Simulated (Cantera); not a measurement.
A closed system holds: 1 mol Si, 2.9 mol HF, 0.38 mol N2, at 40000 Pa.

Equilibrium computed with Cantera from the NASA thermochemical tables; the gas is ideal and each condensed phase is pure. Candidate condensed phases: Si, Si3N4; 37 gas species. N2 is the only nitrogen source here; it is nearly inert below about 1500 K, so the nitride shown seldom forms there in practice. The tables' values for SiF3, SiF2 are old estimates; treat these amounts as uncertain. Equilibrium is a limit: real reactors are often held back by kinetics, nucleation or transport.

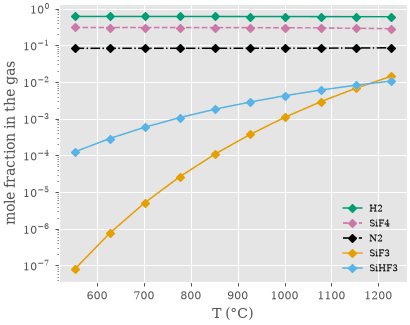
Fig. 1. Equilibrium gas composition (values under 1e-9 drawn at 1e-9)

From 552 °C to 1227 °C the condensed part is Si3N4(s). The main Si-bearing gas is SiF4 throughout.
